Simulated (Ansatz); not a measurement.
# SiO2, response to strain

Take SiO2 in the rutile structure (space group P4_2/mnm, No. 136; a = 4.185 Å, c = 2.669 Å) as the base.

Strains are applied to the cell and any free atomic positions relax.

The values are results of r2SCAN in Ansatz (plane waves to 500 eV, PAW, spin-orbit coupling left out), not measurements.

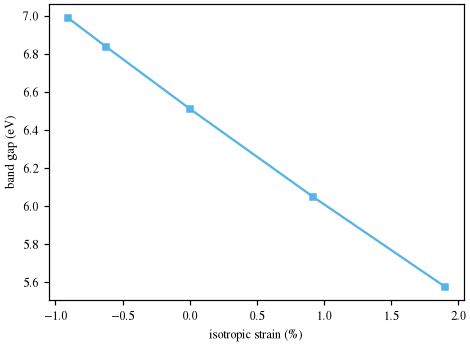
Figure. Band gap against isotropic strain

```tsv
isotropic strain (%)	band gap
-0.91	6.99 eV
-0.62	6.84 eV
0.92	6.05 eV
1.9	5.58 eV
```

Stability against distortions was not tested.

Ansatz is a quantum-chemistry and plane-wave program.
